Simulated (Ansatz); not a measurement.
# HfH2O+ (doublet): wave-function methods side by side, def2-SVP

How much of the correlation energy of HfH2O+ (doublet) does each wave-function method recover here?

Computed with Ansatz 0.2.0, Gaussian basis. Level: def2-SVP, core rule «outside noble gas», up to 5 orbitals frozen.

The runs, in order: UHF; CCSD(T) on ROHF; CCSD(T) on UHF; CISD as a restricted active space (open shells left free, so some higher excitations enter); CCSDT(Q) on ROHF; CCSDT(Q) on UHF.

10 further runs of the same task are left out: 3 for a known fault of the program, 3 that didn't finish, 4 set aside as unsound or not needed. Runs told in other sessions of the task aren't counted.

## (1) What is computed

The geometry is a PBE0/def2-TZVP stationary point (not a proven minimum). No spin-orbit coupling is included. Elements past krypton take def2 core potentials.

4 atoms, charge 1, spin multiplicity 2.

Atoms are counted from 1 here; the program's logs count them from 0.

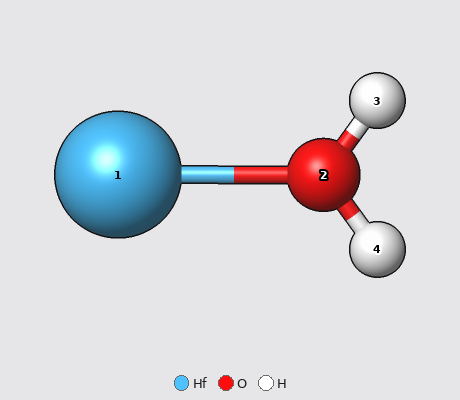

The geometry (hafnium blue, oxygen red, hydrogen white); atoms are numbered from 1 in the order of the file.

In the tables R marks a restricted open-shell determinant and U an unrestricted one; energies count from the table's Hartree-Fock row.

## (2) UHF

File in.yaml:

```yaml
crystal:
  periodic: [false, false, false]
  atoms:
    - {symbol: Hf, position_ang: [0.000000, 0.000000, 0.204087]}
    - {symbol: O, position_ang: [0.000000, 0.000000, -1.958517]}
    - {symbol: H, position_ang: [0.000000, 0.786205, -2.526168]}
    - {symbol: H, position_ang: [0.000000, -0.786205, -2.526168]}
basis:
  gaussian: {orbitals: def2-SVP}
total_charge: 1
magnetization: {spin_polarized: true, initial_magnetization: 1}
hamiltonian: {xc: hf}
output: {orbitals: {seedname: orbitals}}
```

Command:

```bash
$ ansatz run in.yaml --threads 1 --pin off --events-out ev --progress --plain --max-ram 2393MiB
```

Standard output (excerpt; [...] marks lines left out):

```text
Functional definition: HF
  name "HF"
  cite "Fock, Z. Phys. 61, 126 (1930) doi:10.1007/BF01340294"
  parent pbe
[...]
556 factors; integrals over basis functions are off by at most 1.2e-3 eV
[...]
mean field -3351.48619810 eV, -123.1648460611 hartree, gradient 4.6e-6 eV, S^2 1.396854; 10 other end points of the search recorded, 0 dependent functions left out
reference -3351.48619810 eV, -123.1648460611 hartree; 11, 10 occupied and 45, 46 virtual orbitals, 556 factors
Total energy: -3351.48619810 eV, -123.1648460611 hartree
```

Run time: 7 s. Hardware: 1 thread of Arm Neoverse V1, shared host.

From the report: ⟨S²⟩ of the determinant 1.397 (pure doublet: 0.75). The determinant of HF (⟨S²⟩ 1.40) is far from a pure spin state, so its energy mixes those of several spin states; that is harmless only where they are near-degenerate.

## (3) CCSD(T) on ROHF

Edit in.yaml of step 2 so:

```diff
@@ -10,4 +10,3 @@
 total_charge: 1
-magnetization: {spin_polarized: true, initial_magnetization: 1}
-hamiltonian: {xc: hf}
-output: {orbitals: {seedname: orbitals}}
+magnetization: {spin_polarized: false, initial_magnetization: 1}
+correlation: {method: ccsd_t, electrons: outside_noble_gas}
```

Same command.

Standard output (excerpt; [...] marks lines left out):

```text
Functional definition: HF
  name "HF"
  cite "Fock, Z. Phys. 61, 126 (1930) doi:10.1007/BF01340294"
  parent pbe
[...]
556 factors; integrals over basis functions are off by at most 1.2e-3 eV
[...]
mean field -3351.16303373 eV, -123.1529699895 hartree, gradient 3.5e-6 eV, S^2 0.750000; 31 other end points of the search recorded, 0 dependent functions left out
[...]
determinant -3351.16303373 eV, -123.1529699895 hartree, with singles and doubles -3358.11454461 eV, -123.4084333028 hartree
determinant -3351.14452429 eV, -123.1522897802 hartree, with singles and doubles -3358.07603356 eV, -123.4070180476 hartree
determinant -3351.14169819 eV, -123.1521859230 hartree, with singles and doubles -3358.08162164 eV, -123.4072234056 hartree
determinant -3351.14148085 eV, -123.1521779360 hartree, with singles and doubles -3358.07285784 eV, -123.4069013422 hartree
[...]
determinant -3351.14148085 eV, -123.1521779360 hartree, with singles and doubles -3358.08172389 eV, -123.4072271634 hartree
determinant -3351.13083602 eV, -123.1517867456 hartree, with singles and doubles -3358.14512232 eV, -123.4095570126 hartree
determinant -3350.88728689 eV, -123.1428364802 hartree, with singles and doubles -3357.86266772 eV, -123.3991769975 hartree
unrestricted determinant -3351.48619810 eV, -123.1648460611 hartree, S^2 1.3969
5 core orbitals not correlated: weight in the atoms' cores, before any rotation towards them, 0.957 or more for the frozen orbitals, at most 0.041 for the correlated occupied ones
reference -3351.13083602 eV, -123.1517867456 hartree; 6, 5 occupied and 45, 46 virtual orbitals, 556 factors
second order -6.44675013 eV of doubles, -0.00720677 eV of singles
cycle   1  -7.01428484 eV  change    1.5e-6 eV  update   4.8e-6
perturbative correction -0.15627354 eV, -0.0057429465 hartree
Total energy: -3358.30139440 eV, -123.4152999056 hartree
```

Run time: 45 s. Hardware: 1 thread of Arm Neoverse V1, shared host.

From the report: correlation -7.1706 eV; T1 0.034; largest double amplitude 0.13.

## (4) CCSD(T) on UHF

Edit in.yaml of step 3 so:

```diff
@@ -10,3 +10,3 @@
 total_charge: 1
-magnetization: {spin_polarized: false, initial_magnetization: 1}
+magnetization: {spin_polarized: true, initial_magnetization: 1}
 correlation: {method: ccsd_t, electrons: outside_noble_gas}
```

The command is unchanged.

Standard output (excerpt; [...] marks lines left out):

```text
Functional definition: HF
  name "HF"
  cite "Fock, Z. Phys. 61, 126 (1930) doi:10.1007/BF01340294"
  parent pbe
[...]
556 factors; integrals over basis functions are off by at most 1.2e-3 eV
[...]
mean field -3351.48619810 eV, -123.1648460611 hartree, gradient 1.8e-6 eV, S^2 1.396853; 53 other end points of the search recorded, 0 dependent functions left out
determinant -3351.48619810 eV, -123.1648460611 hartree, with singles and doubles -3358.15841802 eV, -123.4100456208 hartree
determinant -3351.38027760 eV, -123.1609535548 hartree, with singles and doubles -3358.10428716 eV, -123.4080563482 hartree
determinant -3351.36631710 eV, -123.1604405156 hartree, with singles and doubles -3358.03086059 eV, -123.4053579716 hartree
determinant -3351.27395192 eV, -123.1570461581 hartree, with singles and doubles -3358.10853385 eV, -123.4082124112 hartree
[...]
determinant -3351.27395192 eV, -123.1570461581 hartree, with singles and doubles -3358.12196260 eV, -123.4087059086 hartree
determinant -3351.27229953 eV, -123.1569854337 hartree, with singles and doubles -3358.11833337 eV, -123.4085725369 hartree
determinant -3351.21516208 eV, -123.1548856714 hartree, with singles and doubles -3357.90582984 eV, -123.4007631764 hartree
5 core orbitals not correlated: weight in the atoms' cores, before any rotation towards them, 0.944 or more for the frozen orbitals, at most 0.054 for the correlated occupied ones
reference -3351.48619810 eV, -123.1648460611 hartree; 6, 5 occupied and 45, 46 virtual orbitals, 556 factors
second order -6.18085804 eV of doubles, -0.00000000 eV of singles
cycle   1  -6.70434525 eV  change    4.1e-6 eV  update   6.4e-6
[...]
cycle   4  -6.70433397 eV  change    2.4e-6 eV  update   4.0e-6
perturbative correction -0.13957158 eV, -0.0051291609 hartree
Total energy: -3358.33010364 eV, -123.4163549510 hartree
```

It took 72 s on 1 thread of Arm Neoverse V1, shared host.

From the report: ⟨S²⟩ of the determinant 1.397 (pure doublet: 0.75); correlation -6.8439 eV; T1 0.054; largest double amplitude 0.13. The determinant of CCSD(T) (⟨S²⟩ 1.40) is far from a pure spin state, so its energy mixes those of several spin states; high orders of coupled cluster remove much of that, low ones don't.

## (5) CISD as a restricted active space (open shells left free, so some higher excitations enter)

Edit in.yaml of step 4 so:

```diff
@@ -10,3 +10,3 @@
 total_charge: 1
-magnetization: {spin_polarized: true, initial_magnetization: 1}
-correlation: {method: ccsd_t, electrons: outside_noble_gas}
+magnetization: {spin_polarized: false, initial_magnetization: 1}
+correlation: {active_space: {ras: {orbitals: [5, 1, 45], electrons: 11, max_holes: 2, max_particles: 2}, fixed_orbitals: true}}
```

The command is unchanged.

Standard output (excerpt; [...] marks lines left out):

```text
Functional definition: HF
  name "HF"
  cite "Fock, Z. Phys. 61, 126 (1930) doi:10.1007/BF01340294"
  parent pbe
[...]
556 factors; integrals over basis functions are off by at most 1.2e-3 eV
[...]
mean field -3351.16303373 eV, -123.1529699895 hartree, gradient 3.5e-6 eV, S^2 0.750000; 20 other end points of the search recorded, 0 dependent functions left out
reference -3351.16303373 eV, -123.1529699895 hartree; 11, 10 occupied and 45, 46 virtual orbitals, 556 factors
state -3357.55028201 eV, -123.3876970345 hartree
Total energy: -3357.55028201 eV, -123.3876970345 hartree
```

Wall time 11 s (1 thread of Arm Neoverse V1, shared host).

From the report: 69,580 determinants.

## (6) CCSDT(Q) on ROHF

Edit in.yaml of step 5 so:

```diff
@@ -11,2 +11,2 @@
 magnetization: {spin_polarized: false, initial_magnetization: 1}
-correlation: {active_space: {ras: {orbitals: [5, 1, 45], electrons: 11, max_holes: 2, max_particles: 2}, fixed_orbitals: true}}
+correlation: {method: ccsdt_q, electrons: outside_noble_gas}
```

Launched as before.

Standard output (excerpt; [...] marks lines left out):

```text
Functional definition: HF
  name "HF"
  cite "Fock, Z. Phys. 61, 126 (1930) doi:10.1007/BF01340294"
  parent pbe
[...]
1025 factors; integrals over basis functions are off by at most 1.9e-7 eV
[...]
mean field -3351.16307073 eV, -123.1529713493 hartree, gradient 3.6e-6 eV, S^2 0.750000; 31 other end points of the search recorded, 0 dependent functions left out
[...]
determinant -3351.16307073 eV, -123.1529713493 hartree, with singles and doubles -3358.11464884 eV, -123.4084371329 hartree
determinant -3351.14455880 eV, -123.1522910486 hartree, with singles and doubles -3358.07614135 eV, -123.4070220087 hartree
determinant -3351.14173313 eV, -123.1521872072 hartree, with singles and doubles -3358.08172833 eV, -123.4072273265 hartree
determinant -3351.14151459 eV, -123.1521791760 hartree, with singles and doubles -3358.07296450 eV, -123.4069052619 hartree
[...]
determinant -3350.88732676 eV, -123.1428379454 hartree, with singles and doubles -3357.86276923 eV, -123.3991807279 hartree
determinant -3351.14151459 eV, -123.1521791760 hartree, with singles and doubles -3358.07296452 eV, -123.4069052626 hartree
determinant -3351.14151459 eV, -123.1521791760 hartree, with singles and doubles -3358.08183013 eV, -123.4072310677 hartree
[...]
unrestricted determinant -3351.48623736 eV, -123.1648475042 hartree, S^2 1.3969
5 core orbitals not correlated: weight in the atoms' cores, before any rotation towards them, 0.957 or more for the frozen orbitals, at most 0.041 for the correlated occupied ones
reference -3351.13087425 eV, -123.1517881508 hartree; 6, 5 occupied and 45, 46 virtual orbitals, 1025 factors
second order -6.44684454 eV of doubles, -0.00720680 eV of singles
cycle   1  -6.68484745 eV  change   -2.3e-1 eV  update   7.7e-2
[...]
cycle  53  -7.20701358 eV  change   -3.8e-7 eV  update   6.2e-7
perturbative correction -0.01562063 eV, -0.0005740475 hartree
Total energy: -3358.35350847 eV, -123.4172150624 hartree
```

Run time: 3.9 min. Hardware: 1 thread of Arm Neoverse V1, shared host; peak memory 1 GiB.

From the report: correlation -7.2226 eV; T1 0.030; largest double amplitude 0.16.

## (7) CCSDT(Q) on UHF

Edit in.yaml of step 6 so:

```diff
@@ -10,3 +10,3 @@
 total_charge: 1
-magnetization: {spin_polarized: false, initial_magnetization: 1}
+magnetization: {spin_polarized: true, initial_magnetization: 1}
 correlation: {method: ccsdt_q, electrons: outside_noble_gas}
```

The command is unchanged.

Standard output (excerpt; [...] marks lines left out):

```text
Functional definition: HF
  name "HF"
  cite "Fock, Z. Phys. 61, 126 (1930) doi:10.1007/BF01340294"
  parent pbe
[...]
1025 factors; integrals over basis functions are off by at most 1.9e-7 eV
[...]
mean field -3351.48623736 eV, -123.1648475042 hartree, gradient 1.8e-6 eV, S^2 1.396854; 51 other end points of the search recorded, 0 dependent functions left out
determinant -3351.48623736 eV, -123.1648475042 hartree, with singles and doubles -3358.15851388 eV, -123.4100491434 hartree
determinant -3351.38031577 eV, -123.1609549575 hartree, with singles and doubles -3358.10438827 eV, -123.4080600642 hartree
determinant -3351.27398778 eV, -123.1570474757 hartree, with singles and doubles -3358.10864889 eV, -123.4082166390 hartree
determinant -3351.27233549 eV, -123.1569867552 hartree, with singles and doubles -3358.10516682 eV, -123.4080886754 hartree
[...]
determinant -3351.27398778 eV, -123.1570474757 hartree, with singles and doubles -3358.12207208 eV, -123.4087099320 hartree
determinant -3351.27233549 eV, -123.1569867552 hartree, with singles and doubles -3358.11844029 eV, -123.4085764664 hartree
determinant -3351.21520578 eV, -123.1548872773 hartree, with singles and doubles -3357.90593045 eV, -123.4007668735 hartree
5 core orbitals not correlated: weight in the atoms' cores, before any rotation towards them, 0.944 or more for the frozen orbitals, at most 0.054 for the correlated occupied ones
reference -3351.48623736 eV, -123.1648475042 hartree; 6, 5 occupied and 45, 46 virtual orbitals, 1025 factors
second order -6.18093022 eV of doubles, -0.00000000 eV of singles
cycle   1  -6.38197919 eV  change   -2.0e-1 eV  update   7.0e-2
[...]
cycle  60  -6.86894241 eV  change   -2.7e-7 eV  update   7.5e-7
perturbative correction -0.01560190 eV, -0.0005733591 hartree
Total energy: -3358.37078167 eV, -123.4178498409 hartree
```

Run time: 4.5 min. Hardware: 1 thread of Arm Neoverse V1, shared host; peak memory 0.79 GiB.

From the report: ⟨S²⟩ of the determinant 1.397 (pure doublet: 0.75); correlation -6.8845 eV; T1 0.063; largest double amplitude 0.15. The determinant of CCSDT(Q) (⟨S²⟩ 1.40) is far from a pure spin state, so its energy mixes those of several spin states; high orders of coupled cluster remove much of that, low ones don't.

## (8) All levels against the top one

The yardstick is UCCSDT(Q), where the cluster series has nearly closed. Rows without a time are mean-field rows or come out of runs for another level: lower rungs of the coupled-cluster runs, or the Hartree-Fock search.

Differences are taken before rounding.

| method | energy from the lowest ROHF (meV) | from UCCSDT(Q) (meV) | time |
| --- | --- | --- | --- |
| ROHF | 0.0 | +7207.7 |  |
| UHF | -323.2 | +6884.6 |  |
| RMP2 | -6421.8 | +786.0 |  |
| UMP2 | -6504.0 | +703.7 |  |
| RCCSD | -6982.1 | +225.7 |  |
| UCCSD | -7027.5 | +180.2 |  |
| RCCSD(T) | -7138.4 | +69.4 | 45 s |
| UCCSD(T) | -7167.1 | +40.7 | 72 s |
| RCCSDT | -7174.9 | +32.9 |  |
| UCCSDT | -7192.1 | +15.6 |  |
| RCCSDT(Q) | -7190.5 | +17.3 | 3.9 min |
| UCCSDT(Q) | -7207.7 | 0 | 4.5 min |

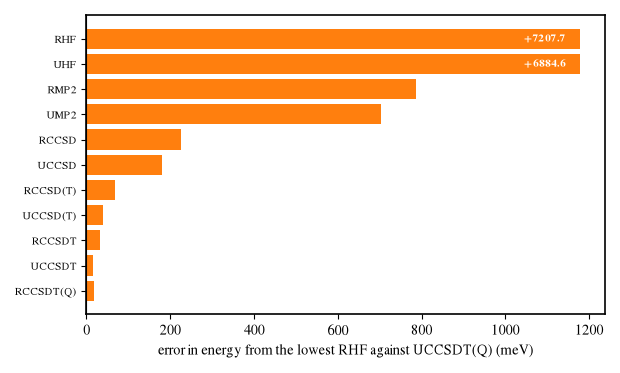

Error of each method against UCCSDT(Q). Bars with a number in them are cut short.

Not comparable, so not listed: CISD as a restricted active space (open shells left free, so some higher excitations enter) (they don't share determinant, frozen orbitals or solution with the rows shown, or repeat one).

The ROHF row is the lowest such solution found; the determinant under the restricted MP2 and coupled-cluster rows lies 0.03 eV higher.

## (9) Outcome

| quantity | value |
| --- | --- |
| UCCSDT(Q) from the ROHF energy | -7.2077 eV |
| RMP2 from UCCSDT(Q) | +786.0 meV |
| UMP2 from UCCSDT(Q) | +703.7 meV |
| RCCSD from UCCSDT(Q) | +225.7 meV |
| RCCSD(T) from UCCSDT(Q) | +69.4 meV |
| UCCSD(T) from UCCSDT(Q) | +40.7 meV |
| RCCSDT(Q) from UCCSDT(Q) | +17.3 meV |
| levels within 1 kcal/mol (43 meV) | UCCSD(T), RCCSDT, UCCSDT, RCCSDT(Q) |
| T1 diagnostic | 0.034 |

In words: RCCSD(T) misses by +69.4 meV, 1.0 % of the correlation energy. CCSD(T) misses by +69.4 meV on the restricted determinant and by +40.7 meV on the unrestricted one; the two need not hold the same state or core. Coupled cluster took another determinant than the lowest Hartree-Fock one. These misses are within one basis, not against nature; the frozen cores of restricted and unrestricted runs differ, which can shift their rows.
